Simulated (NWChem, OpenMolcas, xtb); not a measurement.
**How methods differ on InN2H5 (SMILES [NH2][InH][NH2])**

The species is InN2H5 (8 atoms), meant as a singlet with charge 0. SMILES: `[NH2][InH][NH2]`. The shape is that of a PBE0-D4/def2-TZVP optimisation.

```
atom    x (Å)    y (Å)    z (Å)
   N  -0.9697   0.8580  -1.1270
  In   0.2480   0.5648   0.4555
   N   0.7427  -1.3752   0.7096
   H  -1.4821   0.0768  -1.5066
   H  -1.5382   1.6892  -1.1718
   H   0.7990   1.8192   1.4675
   H   1.5709  -1.6147   1.2318
   H   0.6295  -2.0181  -0.0590
```

Quantity: the energy change with the N1–In2 bond stretched from 2.018 to 3.633 Å, in eV. The values are calculated.

| level | kind | program | value (eV) | less CCSD(T)/def2-SVP | CPU time (all runs) |
| --- | --- | --- | --- | --- | --- |
| GFN-FF | force field | xtb | 1.97 | -1.03 | under 2 s |
| HF/def2-SVP (core potential) (restricted) | Hartree–Fock | NWChem | 4.70 | +1.70 | 39 s |
| HF/def2-SVP (core potential) (unrestricted) | Hartree–Fock | OpenMolcas | 2.15 | -0.85 | 25 s |
| BLYP/def2-SVP (core potential) (restricted) | GGA | OpenMolcas | 3.11 | +0.11 | 1.7 min |
| r2SCAN/def2-SVP (core potential) (restricted) | meta-GGA | OpenMolcas | 3.70 | +0.70 | 3.1 min |
| B3LYP/def2-SVP (core potential) (restricted) | global hybrid | NWChem | 3.63 | +0.63 | 70 s |
| B2PLYP/def2-SVP (core potential) (restricted) | double hybrid | OpenMolcas | 3.69 | +0.69 | 61 s |
| MP2/def2-SVP (core potential) (restricted) | perturbation theory | OpenMolcas | 4.04 | +1.04 | 18 s |
| CCSD(T)/def2-SVP (core potential) (restricted) | coupled cluster or CI | NWChem | 3.00 | 0.00 | 4.6 min |

CCSD(T)/def2-SVP (core potential) (restricted) is the highest level here, not the true value. At this stretch a single reference begins to fail. A spin-restricted reference rises too steeply as a bond breaks; here HF/def2-SVP, BLYP/def2-SVP, r2SCAN/def2-SVP, B3LYP/def2-SVP, B2PLYP/def2-SVP, MP2/def2-SVP, CCSD(T)/def2-SVP lie well above the multireference or unrestricted value. The first shape isn't each level's own minimum. The values span 1.97 to 4.70 eV. Spin contamination of the reference (⟨S²⟩ at least 0.1 too high) touches HF/def2-SVP. In the correlated wave-function rows the outer d shell of In is correlated, in sets not made for it. Times are those of the runs behind each value, whatever else they computed, on shared processors of several kinds: orders of magnitude only.

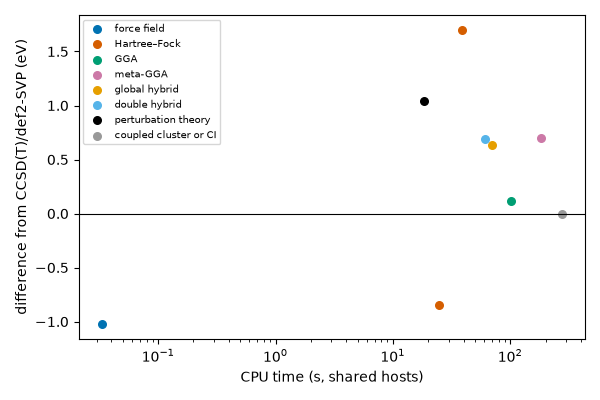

Difference from CCSD(T)/def2-SVP against processor time, one point a level.
